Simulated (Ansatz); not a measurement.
# CH5BS: rotation by 120° about the C1–B2 bond

Aim: the minimum-energy path and barrier of the rotation by 120° about the C1–B2 bond. The ends are relaxed first, then joined by a nudged elastic band. SMILES of the start: CBS.

Program: Ansatz 0.2.0. Level of theory: RKS PBE/6-31G. These are calculated values, not measurements.

**1. The system as given**

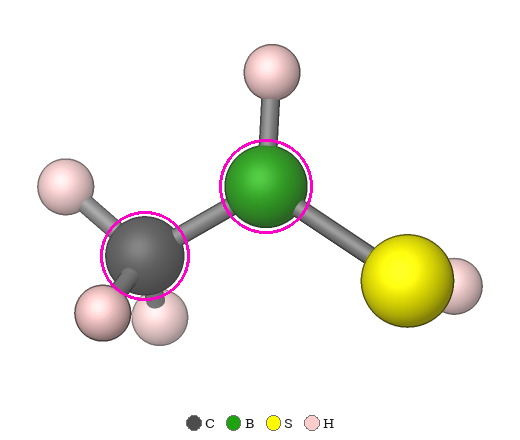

The starting structure, seen from a chosen angle (carbon dark grey, boron green, sulfur yellow, hydrogen pink). Ringed: C1, B2.

Coordinates:

```xyz
8

C    -0.5866    0.7058   -0.2726
B     0.6886   -0.0854   -0.0417
S     0.7810   -1.2520    1.4134
H    -1.4142    0.0661   -0.4273
H    -0.5181    1.3713   -1.2096
H    -0.8294    1.4188    0.5905
H     1.6324    0.0286   -0.7784
H     0.3385   -2.3103    0.6700
```

**2. Relaxing end A**

Contents of input.yaml:

```yaml
crystal:
  periodic: [false, false, false]
  atoms:
    - { symbol: C, position_ang: [-0.5866, 0.7058, -0.2726] }
    - { symbol: B, position_ang: [0.6886, -0.0854, -0.0417] }
    - { symbol: S, position_ang: [0.781, -1.252, 1.4134] }
    - { symbol: H, position_ang: [-1.4142, 0.0661, -0.4273] }
    - { symbol: H, position_ang: [-0.5181, 1.3713, -1.2096] }
    - { symbol: H, position_ang: [-0.8294, 1.4188, 0.5905] }
    - { symbol: H, position_ang: [1.6324, 0.0286, -0.7784] }
    - { symbol: H, position_ang: [0.3385, -2.3103, 0.67] }
basis:
  gaussian: { orbitals: "6-31G" }
hamiltonian:
  xc: pbe
relax:
  f_tol: 0.015
  max_steps: 40
output:
  orbitals: {}
```

On the command line:

```bash
$ ansatz run input.yaml --threads 1 --pin off --max-ram 2048MiB --backend cpu --events-out ev --progress --plain --runs-dir out
```

Standard output:

```text
Warning: RAYON_NUM_THREADS=1 ignored (pool sized by the plan → 1); use --threads N
The last accepted step is kept in <dir> (removed where the run ends without a failure and the disk answers)
Engine: ansatz 0.2.0, aarch64-unknown-linux-gnu
Functional definition: PBE
  parameter kappa = 0.804
  parameter beta = 0.06672455060314922
  exchange = pbe_x(kappa = kappa, mu = beta*pi^2/3)
  correlation = pbe_c(beta = beta)
591 factors; integrals over basis functions are off by at most 2.1e-4 eV
mean field evaluation 1: about -12615.6833 eV, gradient 4.5e1 eV
mean field evaluation 2: about -12611.0766 eV, gradient 5.8e1 eV
mean field evaluation 4: about -12620.8465 eV, gradient 2.1e0 eV
mean field evaluation 8: about -12620.8531 eV, gradient 2.1e-2 eV
mean field -12620.85313364 eV, -463.8077979397 hartree, gradient 1.5e-5 eV, S^2 0.000000; 0 other end points of the search recorded, 0 dependent functions left out
the calculation of the forces begins
reference -12620.85315832 eV, -463.8077988468 hartree; 16, 16 occupied and 25, 25 virtual orbitals, 591 factors
relax step   1: F+E_penalty+E_count = -12620.85313364 eV  Δ(F+E_penalty+E_count) = +0.000e0 eV  max|allowed force component| = 3.311e0 eV/Å  Δτ_max = 0.0000 Å  (22 SCF iters, accepted)
these checks for a lower state are left out or cut short: starts, cluster_reference, orbital_swaps, neighbouring_geometries, increment
591 factors; integrals over basis functions are off by at most 2.1e-4 eV
mean field evaluation 16: about -12621.0611 eV, gradient 1.4e-1 eV
mean field -12621.05272889 eV, -463.8151329299 hartree, gradient 2.2e-5 eV, S^2 0.000000; 0 other end points of the search recorded, 0 dependent functions left out
the calculation of the forces begins
reference -12621.05275382 eV, -463.8151338462 hartree; 16, 16 occupied and 25, 25 virtual orbitals, 591 factors
relax step   2: F+E_penalty+E_count = -12621.05272889 eV  Δ(F+E_penalty+E_count) = -1.996e-1 eV  max|allowed force component| = 1.003e0 eV/Å  Δτ_max = 0.1598 Å  (24 SCF iters, accepted)
these checks for a lower state are left out or cut short: starts, cluster_reference, orbital_swaps, neighbouring_geometries, increment
591 factors; integrals over basis functions are off by at most 2.1e-4 eV
mean field -12621.16299710 eV, -463.8191852119 hartree, gradient 7.4e-5 eV, S^2 0.000000; 0 other end points of the search recorded, 0 dependent functions left out
the calculation of the forces begins
reference -12621.16302231 eV, -463.8191861385 hartree; 16, 16 occupied and 25, 25 virtual orbitals, 591 factors
relax step   3: F+E_penalty+E_count = -12621.16299710 eV  Δ(F+E_penalty+E_count) = -1.103e-1 eV  max|allowed force component| = 6.893e-1 eV/Å  Δτ_max = 0.1952 Å  (26 SCF iters, accepted)
these checks for a lower state are left out or cut short: starts, cluster_reference, orbital_swaps, neighbouring_geometries, increment
591 factors; integrals over basis functions are off by at most 2.1e-4 eV
mean field evaluation 32: about -12621.3070 eV, gradient 2.4e-5 eV
mean field -12621.30703379 eV, -463.8244784626 hartree, gradient 6.1e-5 eV, S^2 0.000000; 0 other end points of the search recorded, 0 dependent functions left out
the calculation of the forces begins
reference -12621.30705918 eV, -463.8244793957 hartree; 16, 16 occupied and 25, 25 virtual orbitals, 591 factors
relax step   4: F+E_penalty+E_count = -12621.30703379 eV  Δ(F+E_penalty+E_count) = -1.440e-1 eV  max|allowed force component| = 1.286e0 eV/Å  Δτ_max = 0.1961 Å  (27 SCF iters, accepted)
these checks for a lower state are left out or cut short: starts, cluster_reference, orbital_swaps, neighbouring_geometries, increment
591 factors; integrals over basis functions are off by at most 2.1e-4 eV
mean field -12621.49714142 eV, -463.8314647893 hartree, gradient 1.7e-5 eV, S^2 0.000000; 0 other end points of the search recorded, 0 dependent functions left out
the calculation of the forces begins
reference -12621.49716675 eV, -463.8314657199 hartree; 16, 16 occupied and 25, 25 virtual orbitals, 591 factors
relax step   5: F+E_penalty+E_count = -12621.49714142 eV  Δ(F+E_penalty+E_count) = -1.901e-1 eV  max|allowed force component| = 1.179e0 eV/Å  Δτ_max = 0.2000 Å  (25 SCF iters, accepted)
these checks for a lower state are left out or cut short: starts, cluster_reference, orbital_swaps, neighbouring_geometries, increment
591 factors; integrals over basis functions are off by at most 2.1e-4 eV
mean field -12621.67173713 eV, -463.8378810633 hartree, gradient 2.4e-5 eV, S^2 0.000000; 0 other end points of the search recorded, 0 dependent functions left out
the calculation of the forces begins
reference -12621.67176252 eV, -463.8378819961 hartree; 16, 16 occupied and 25, 25 virtual orbitals, 591 factors
relax step   6: F+E_penalty+E_count = -12621.67173713 eV  Δ(F+E_penalty+E_count) = -1.746e-1 eV  max|allowed force component| = 8.955e-1 eV/Å  Δτ_max = 0.1949 Å  (25 SCF iters, accepted)
these checks for a lower state are left out or cut short: starts, cluster_reference, orbital_swaps, neighbouring_geometries, increment
591 factors; integrals over basis functions are off by at most 2.0e-4 eV
mean field -12621.76222480 eV, -463.8412064236 hartree, gradient 8.1e-6 eV, S^2 0.000000; 0 other end points of the search recorded, 0 dependent functions left out
the calculation of the forces begins
reference -12621.76225008 eV, -463.8412073526 hartree; 16, 16 occupied and 25, 25 virtual orbitals, 591 factors
relax step   7: F+E_penalty+E_count = -12621.76222480 eV  Δ(F+E_penalty+E_count) = -9.049e-2 eV  max|allowed force component| = 5.639e-1 eV/Å  Δτ_max = 0.1971 Å  (25 SCF iters, accepted)
these checks for a lower state are left out or cut short: starts, cluster_reference, orbital_swaps, neighbouring_geometries, increment
591 factors; integrals over basis functions are off by at most 2.0e-4 eV
mean field -12621.75595520 eV, -463.8409760200 hartree, gradient 1.9e-5 eV, S^2 0.000000; 0 other end points of the search recorded, 0 dependent functions left out
the calculation of the forces begins
reference -12621.75598065 eV, -463.8409769553 hartree; 16, 16 occupied and 25, 25 virtual orbitals, 591 factors
relax step   8: F+E_penalty+E_count = -12621.75595520 eV  Δ(F+E_penalty+E_count) = +6.270e-3 eV  max|allowed force component| = 6.452e-1 eV/Å  Δτ_max = 0.1957 Å  (24 SCF iters, rejected (line search))
these checks for a lower state are left out or cut short: starts, cluster_reference, orbital_swaps, neighbouring_geometries, increment
591 factors; integrals over basis functions are off by at most 2.0e-4 eV
mean field evaluation 64: about -12621.8047 eV, gradient 5.2e-2 eV
mean field -12621.80476247 eV, -463.8427696542 hartree, gradient 4.4e-5 eV, S^2 0.000000; 0 other end points of the search recorded, 0 dependent functions left out
the calculation of the forces begins
reference -12621.80478778 eV, -463.8427705843 hartree; 16, 16 occupied and 25, 25 virtual orbitals, 591 factors
relax step   9: F+E_penalty+E_count = -12621.80476247 eV  Δ(F+E_penalty+E_count) = -4.254e-2 eV  max|allowed force component| = 2.418e-1 eV/Å  Δτ_max = 0.0934 Å  (21 SCF iters, accepted)
these checks for a lower state are left out or cut short: starts, cluster_reference, orbital_swaps, neighbouring_geometries, increment
591 factors; integrals over basis functions are off by at most 2.0e-4 eV
mean field -12621.82184097 eV, -463.8433972776 hartree, gradient 5.6e-5 eV, S^2 0.000000; 0 other end points of the search recorded, 0 dependent functions left out
the calculation of the forces begins
reference -12621.82186634 eV, -463.8433982099 hartree; 16, 16 occupied and 25, 25 virtual orbitals, 591 factors
relax step  10: F+E_penalty+E_count = -12621.82184097 eV  Δ(F+E_penalty+E_count) = -1.708e-2 eV  max|allowed force component| = 1.194e-1 eV/Å  Δτ_max = 0.0986 Å  (21 SCF iters, accepted)
these checks for a lower state are left out or cut short: starts, cluster_reference, orbital_swaps, neighbouring_geometries, increment
591 factors; integrals over basis functions are off by at most 2.0e-4 eV
mean field -12621.83149257 eV, -463.8437519673 hartree, gradient 2.0e-5 eV, S^2 0.000000; 0 other end points of the search recorded, 0 dependent functions left out
the calculation of the forces begins
reference -12621.83151786 eV, -463.8437528965 hartree; 16, 16 occupied and 25, 25 virtual orbitals, 591 factors
relax step  11: F+E_penalty+E_count = -12621.83149257 eV  Δ(F+E_penalty+E_count) = -9.652e-3 eV  max|allowed force component| = 2.985e-1 eV/Å  Δτ_max = 0.1463 Å  (24 SCF iters, accepted)
these checks for a lower state are left out or cut short: starts, cluster_reference, orbital_swaps, neighbouring_geometries, increment
591 factors; integrals over basis functions are off by at most 2.0e-4 eV
mean field -12621.84257559 eV, -463.8441592606 hartree, gradient 1.8e-5 eV, S^2 0.000000; 0 other end points of the search recorded, 0 dependent functions left out
the calculation of the forces begins
reference -12621.84260096 eV, -463.8441601931 hartree; 16, 16 occupied and 25, 25 virtual orbitals, 591 factors
relax step  12: F+E_penalty+E_count = -12621.84257559 eV  Δ(F+E_penalty+E_count) = -1.108e-2 eV  max|allowed force component| = 6.222e-2 eV/Å  Δτ_max = 0.1029 Å  (24 SCF iters, accepted)
these checks for a lower state are left out or cut short: starts, cluster_reference, orbital_swaps, neighbouring_geometries, increment
591 factors; integrals over basis functions are off by at most 2.0e-4 eV
mean field -12621.84474959 eV, -463.8442391537 hartree, gradient 4.7e-5 eV, S^2 0.000000; 0 other end points of the search recorded, 0 dependent functions left out
the calculation of the forces begins
reference -12621.84477494 eV, -463.8442400852 hartree; 16, 16 occupied and 25, 25 virtual orbitals, 591 factors
relax step  13: F+E_penalty+E_count = -12621.84474959 eV  Δ(F+E_penalty+E_count) = -2.174e-3 eV  max|allowed force component| = 1.448e-2 eV/Å  Δτ_max = 0.0550 Å  (21 SCF iters, accepted)
these checks for a lower state are left out or cut short: starts, cluster_reference, orbital_swaps, neighbouring_geometries, increment
591 factors; integrals over basis functions are off by at most 2.0e-4 eV
mean field -12621.84503849 eV, -463.8442497708 hartree, gradient 5.1e-5 eV, S^2 0.000000; 0 other end points of the search recorded, 0 dependent functions left out
the calculation of the forces begins
reference -12621.84506383 eV, -463.8442507017 hartree; 16, 16 occupied and 25, 25 virtual orbitals, 591 factors
relax step  14: F+E_penalty+E_count = -12621.84503849 eV  Δ(F+E_penalty+E_count) = -2.889e-4 eV  max|allowed force component| = 5.802e-2 eV/Å  Δτ_max = 0.0633 Å  (21 SCF iters, accepted)
these checks for a lower state are left out or cut short: starts, cluster_reference, orbital_swaps, neighbouring_geometries, increment
591 factors; integrals over basis functions are off by at most 2.0e-4 eV
mean field evaluation 96: about -12621.8489 eV, gradient 6.4e-1 eV
mean field -12621.84346521 eV, -463.8441919538 hartree, gradient 4.8e-5 eV, S^2 0.000000; 0 other end points of the search recorded, 0 dependent functions left out
the calculation of the forces begins
reference -12621.84349052 eV, -463.8441928837 hartree; 16, 16 occupied and 25, 25 virtual orbitals, 591 factors
relax step  15: F+E_penalty+E_count = -12621.84346521 eV  Δ(F+E_penalty+E_count) = +1.573e-3 eV  max|allowed force component| = 1.158e-1 eV/Å  Δτ_max = 0.0272 Å  (21 SCF iters, rejected (line search))
these checks for a lower state are left out or cut short: starts, cluster_reference, orbital_swaps, neighbouring_geometries, increment
591 factors; integrals over basis functions are off by at most 2.0e-4 eV
mean field -12621.84540651 eV, -463.8442632953 hartree, gradient 1.3e-5 eV, S^2 0.000000; 0 other end points of the search recorded, 0 dependent functions left out
the calculation of the forces begins
reference -12621.84543184 eV, -463.8442642258 hartree; 16, 16 occupied and 25, 25 virtual orbitals, 591 factors
relax step  16: F+E_penalty+E_count = -12621.84540651 eV  Δ(F+E_penalty+E_count) = -3.680e-4 eV  max|allowed force component| = 3.950e-3 eV/Å  Δτ_max = 0.0058 Å  (20 SCF iters, accepted)
591 factors; integrals over basis functions are off by at most 2.0e-4 eV
mean field -12621.84540651 eV, -463.8442632953 hartree, gradient 1.3e-5 eV, S^2 0.000000; 1 other end points of the search recorded, 0 dependent functions left out
the calculation of the forces begins
reference -12621.84543184 eV, -463.8442642258 hartree; 16, 16 occupied and 25, 25 virtual orbitals, 591 factors
Total energy: -12621.84543184 eV, -463.8442642258 hartree
Atom 0 at    -0.635450     0.868270    -0.272554 Å, force    -0.002851     0.003950    -0.001348 eV/Å
Atom 1 at     0.338988    -0.350320    -0.171450 Å, force     0.000933    -0.001429     0.002956 eV/Å
Atom 2 at     0.580342    -1.190465     1.444235 Å, force     0.000534    -0.001100    -0.000544 eV/Å
Atom 3 at    -1.414457     0.659360    -1.032766 Å, force     0.000420    -0.000511     0.000403 eV/Å
Atom 4 at    -0.084947     1.752556    -0.651548 Å, force    -0.000090    -0.000403    -0.000219 eV/Å
Atom 5 at    -1.135344     1.148288     0.669488 Å, force     0.001175    -0.000935    -0.000401 eV/Å
Atom 6 at     0.951881    -0.774449    -1.115400 Å, force     0.000415    -0.000024    -0.001035 eV/Å
Atom 7 at     1.491186    -2.170341     1.074295 Å, force    -0.000535     0.000451     0.000187 eV/Å
Dipole moment:     0.054487     0.005678    -0.209449 e Å
```

It took 21 s on 1 thread of Arm Neoverse V2, shared host; peak memory 0.12 GiB.

Relaxation path:

| step | energy from step 1 (eV) | largest force component (eV/Å) |
| --- | --- | --- |
| 1 | 0.0000 | 3.3111 |
| 2 | -0.1996 | 1.0030 |
| 3 | -0.3099 | 0.6893 |
| 4 | -0.4539 | 1.2864 |
| 5 | -0.6440 | 1.1792 |
| 6 | -0.8186 | 0.8955 |
| 7 | -0.9091 | 0.5639 |
| 8x | -0.9028 | 0.6452 |
| 9 | -0.9516 | 0.2418 |
| 10 | -0.9687 | 0.1194 |
| 11 | -0.9784 | 0.2985 |
| 12 | -0.9894 | 0.0622 |
| 13 | -0.9916 | 0.0145 |
| 14 | -0.9919 | 0.0580 |
| 15x | -0.9903 | 0.1158 |
| 16 | -0.9923 | 0.0040 |

Step 1 is the start. 2 steps were tried and not accepted (marked x).

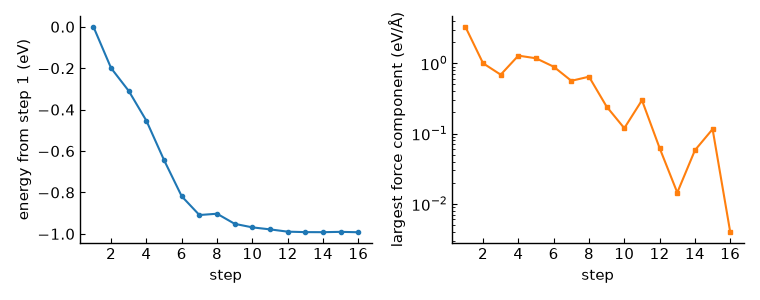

How energy and force went from step to step.

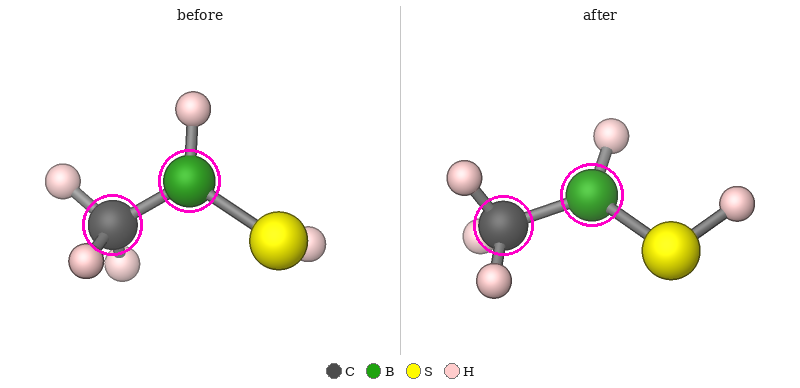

The structure before (left) and after (right), drawn at the same scale.

After: Bond lengths: C1–B2 1.564 Å, B2–S3 1.837 Å, C1–H4 1.108 Å, C1–H5 1.108 Å, C1–H6 1.103 Å, B2–H7 1.203 Å, S3–H8 1.388 Å. Angles: C1–B2–S3 119.7°, C1–B2–H7 122.8°, S3–B2–H7 117.5°, B2–C1–H4 109.6°, B2–C1–H5 109.5°, B2–C1–H6 115.2°, H4–C1–H5 105.4°, H4–C1–H6 108.4°, H5–C1–H6 108.3°, B2–S3–H8 100.1°.

**3. Relaxing end B**

The second end starts from a geometry with the move made by hand.

Contents of input.yaml:

```yaml
crystal:
  periodic: [false, false, false]
  atoms:
    - { symbol: C, position_ang: [-0.5866, 0.7058, -0.2726] }
    - { symbol: B, position_ang: [0.6886, -0.0854, -0.0417] }
    - { symbol: S, position_ang: [2.28774, 0.83531, 0.2444] }
    - { symbol: H, position_ang: [-1.4142, 0.0661, -0.4273] }
    - { symbol: H, position_ang: [-0.5181, 1.3713, -1.2096] }
    - { symbol: H, position_ang: [-0.8294, 1.4188, 0.5905] }
    - { symbol: H, position_ang: [0.68185, -1.28808, -0.04047] }
    - { symbol: H, position_ang: [2.11827, 0.82984, 1.60075] }
basis:
  gaussian: { orbitals: "6-31G" }
hamiltonian:
  xc: pbe
relax:
  f_tol: 0.015
  max_steps: 40
```

On the command line:

```bash
$ ansatz run input.yaml --threads 1 --pin off --max-ram 2048MiB --backend cpu --events-out ev --progress --plain --runs-dir out
```

Standard output, cut to the lines that bear on the results:

```text
Warning: RAYON_NUM_THREADS=1 ignored (pool sized by the plan → 1); use --threads N
[...]
[... 1 set-up line as earlier in the session ...]
[...]
591 factors; integrals over basis functions are off by at most 2.4e-4 eV
[...]
mean field -12620.87686299 eV, -463.8086699771 hartree, gradient 1.4e-5 eV, S^2 0.000000; 0 other end points of the search recorded, 0 dependent functions left out
[...]
reference -12620.87688762 eV, -463.8086708823 hartree; 16, 16 occupied and 25, 25 virtual orbitals, 591 factors
relax step   1: F+E_penalty+E_count = -12620.87686299 eV  Δ(F+E_penalty+E_count) = +0.000e0 eV  max|allowed force component| = 2.249e0 eV/Å  Δτ_max = 0.0000 Å  (22 SCF iters, accepted)
[...]
relax step   5: F+E_penalty+E_count = -12621.49322836 eV  Δ(F+E_penalty+E_count) = -2.053e-1 eV  max|allowed force component| = 1.247e0 eV/Å  Δτ_max = 0.1949 Å  (25 SCF iters, accepted)
[...]
reference -12621.84541427 eV, -463.8442635802 hartree; 16, 16 occupied and 25, 25 virtual orbitals, 591 factors
Total energy: -12621.84541427 eV, -463.8442635802 hartree
Atom 0 at    -0.682576     0.759831    -0.398818 Å, force    -0.005016     0.002848     0.007953 eV/Å
Atom 1 at     0.555485     0.153703     0.339240 Å, force     0.010989    -0.006400     0.001322 eV/Å
Atom 2 at     2.183934     0.998710     0.232248 Å, force    -0.013674    -0.006476     0.000130 eV/Å
Atom 3 at    -1.103217     0.009643    -1.097942 Å, force     0.003819     0.003116    -0.000451 eV/Å
Atom 4 at    -0.485544     1.687979    -0.960507 Å, force    -0.001385    -0.003202    -0.000574 eV/Å
Atom 5 at    -1.488500     0.960707     0.335533 Å, force     0.002953     0.000784    -0.004837 eV/Å
Atom 6 at     0.495580    -0.858356     0.987254 Å, force     0.002996     0.009272    -0.004014 eV/Å
Atom 7 at     2.952998     0.141452     1.006972 Å, force    -0.000682     0.000058     0.000470 eV/Å
Dipole moment:    -0.110746    -0.167971     0.080846 e Å
```

Run time: 23 s. Hardware: 1 thread of Arm Neoverse V2, shared host; peak memory 0.12 GiB.

Step by step:

| step | energy from step 1 (eV) | largest force component (eV/Å) |
| --- | --- | --- |
| 1 | 0.0000 | 2.2490 |
| 2 | -0.1733 | 0.8906 |
| 3 | -0.2776 | 0.8077 |
| 4 | -0.4110 | 1.4746 |
| 5 | -0.6164 | 1.2469 |
| 6 | -0.7964 | 0.8775 |
| 7 | -0.9008 | 0.3182 |
| 8x | -0.9002 | 0.5975 |
| 9 | -0.9315 | 0.1163 |
| 10 | -0.9441 | 0.0806 |
| 11 | -0.9522 | 0.2568 |
| 12 | -0.9653 | 0.0712 |
| 13x | -0.9212 | 0.5952 |
| 14 | -0.9679 | 0.0190 |
| 15x | -0.9678 | 0.1051 |
| 16 | -0.9680 | 0.0686 |
| 17 | -0.9685 | 0.0216 |
| 18 | -0.9685 | 0.0137 |

Step 1 is the start. 3 steps were tried and not accepted (marked x).

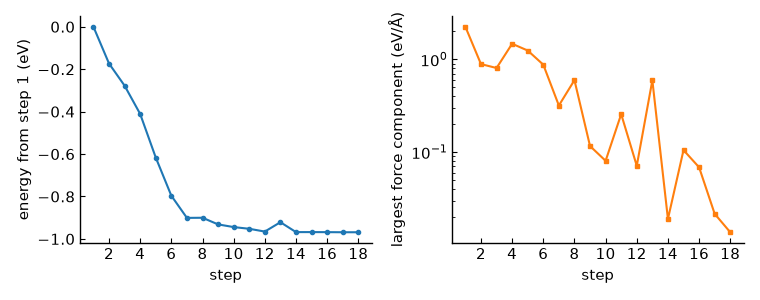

How energy and force went from step to step.

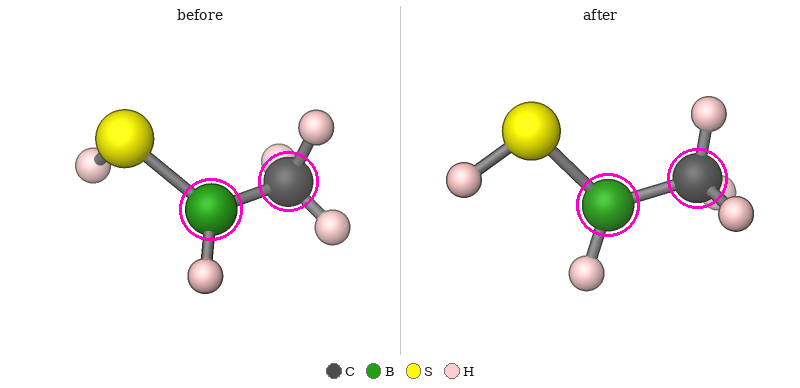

The structure before (left) and after (right), drawn at the same scale.

After: Bond lengths: C1–B2 1.564 Å, B2–S3 1.838 Å, C1–H4 1.108 Å, C1–H5 1.103 Å, C1–H6 1.109 Å, B2–H7 1.203 Å, S3–H8 1.388 Å. Angles: C1–B2–S3 119.7°, C1–B2–H7 122.7°, S3–B2–H7 117.5°, B2–C1–H4 109.6°, B2–C1–H5 115.2°, B2–C1–H6 109.5°, H4–C1–H5 108.4°, H4–C1–H6 105.3°, H5–C1–H6 108.3°, B2–S3–H8 100.0°.

(Part 1 of 2 ends here.)
